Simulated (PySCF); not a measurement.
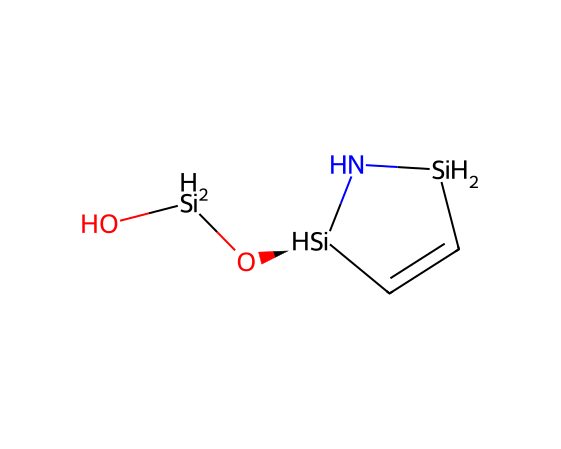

The computed structure is the end point of a GFN2-xTB optimisation. No frequency run is at hand to confirm it as a minimum. Level of theory: B3LYP/def2-SVPD, gas phase (PySCF 2.14.0). Excitations: vertical, linear response.

Computed properties:

The species is C₂H₉NO₂Si₃ (`O[SiH2]O[Si@@H]1C=C[SiH2]N1`).
- dipole moment: 2.10 D
- HOMO energy (Kohn–Sham orbital): −7.63 eV
- LUMO energy (Kohn–Sham orbital): −1.22 eV
- HOMO–LUMO gap: 6.41 eV
- mean static polarisability: 105.5 bohr³
- lowest vertical singlet excitation: 5.47 eV
- its oscillator strength: 0.005
- brightest of the 8 lowest singlets: 6.68 eV
- its oscillator strength: 0.18

The geometry is semi-empirical. Around Si such bond lengths and angles can be off by a tenth of an ångström or more and by several degrees, and values that hang on the shape move with them.
